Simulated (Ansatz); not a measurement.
## Na (bcc, W type), generalised stacking-fault energy along a line

Na (bcc, W type) is sheared across one {211} plane: the third cell vector gains the shift, so faults repeat every 10.3 Å. The cut lies between planes 1.71 Å apart; the cell height is held.

```yaml
crystal:
  lattice:
    - [3.63453, 0.00000, 0.00000]
    - [0.00000, 5.93516, 0.00000]
    - [0.00000, 0.00000, 10.28001]
  atoms:
    - { symbol: Na, position: [0.00000, 0.00000, 0.91667] }
    - { symbol: Na, position: [0.66667, 0.50000, 0.08333] }
    - { symbol: Na, position: [0.33333, 0.00000, 0.25000] }
    - { symbol: Na, position: [0.00000, 0.50000, 0.41667] }
    - { symbol: Na, position: [0.66667, 0.00000, 0.58333] }
    - { symbol: Na, position: [0.33333, 0.50000, 0.75000] }
```

In-plane vectors a = (3.635, 0.000) Å, b = (0.000, 5.935) Å, area 21.57 Å². The shift is s times the vector a (length 3.635 Å), so s = 1 restores the start. The shift is rigid: no atom relaxes. γ = [E(shift) − E(0)] / area.

These are PBE (plane waves to 420 eV, PAW, scalar-relativistic; Ansatz, an electronic-structure program) values and carry that method's errors. k mesh 11×7×4 (Γ-centred), Fermi-Dirac smearing 0.05 eV. E is the zero-smearing estimate. With partly filled bands, the k mesh leaves noise in γ, roughly 0.02 J/m² as judged from a few cases. Faults lie only 10.3 Å apart, and holding the cell height and the atoms raises γ above its relaxed value. Na was relaxed with its symmetry unable to fall. The PAW data are Ansatz's earlier set. The zero of γ is zero shift.

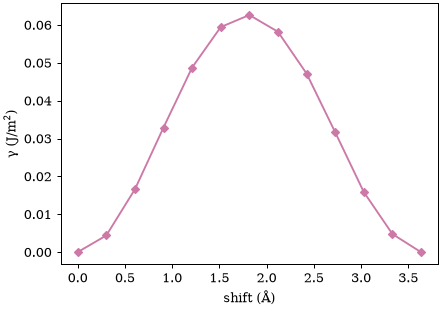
γ (J/m²) against shift (Å); markers are the computed points, lines only join them (the last repeats the first, one period on).

The highest computed γ on the line is 0.06 J/m². Position of the highest point: s = 0.333 and s = 0.417 and s = 0.500 and s = 0.583.

(The slope of γ gives the shear force per area between the displaced halves; near zero shift its curvature is an elastic stiffness.)
